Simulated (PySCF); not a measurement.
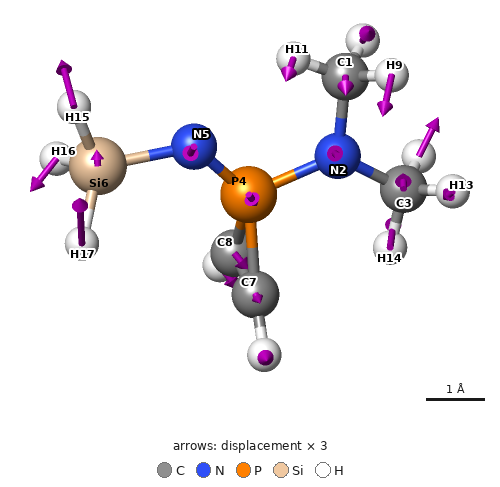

A relaxation of C₄H₁₁N₂PSi. The starting structure is drawn; purple arrows show the displacements, 3 times their true length. The two geometries are superimposed by the best rigid fit.

Style: ball-and-stick. Shown at a tilt.

The start comes from GFN2-xTB. Its atoms were then displaced at random by about 0.01 Å.

Method: PySCF, PBE0-D3(BJ)/def2-SVP geometry optimisation, gas phase. 

Atoms of which element are displaced furthest, and by how much?

Answer. Hydrogen: up to 0.46 Å, against 0.20 Å for nitrogen.

Describe the change and its energy.

Answer. Over 19 geometry steps the energy falls by 28.8 kJ/mol. The atom that moves furthest after the best rigid fit is an H atom (0.46 Å). Largest moves by element: H 0.46 Å, N 0.20 Å, C 0.16 Å, P 0.13 Å, Si 0.10 Å. Some distances before and after: C–P 1.806 → 1.753 Å, C–H 1.053 → 1.097 Å, H–Si 1.461 → 1.504 Å, C–H 1.072 → 1.105 Å. Among the angles between lasting bonds that change: P–N–Si 123.8° → 134.9°, N–Si–H 101.8° → 109.6°, N–P–C 109.9° → 114.3°. Cost: 4 min on 1 thread of AMD EPYC 7R13 Processor, on a shared host.
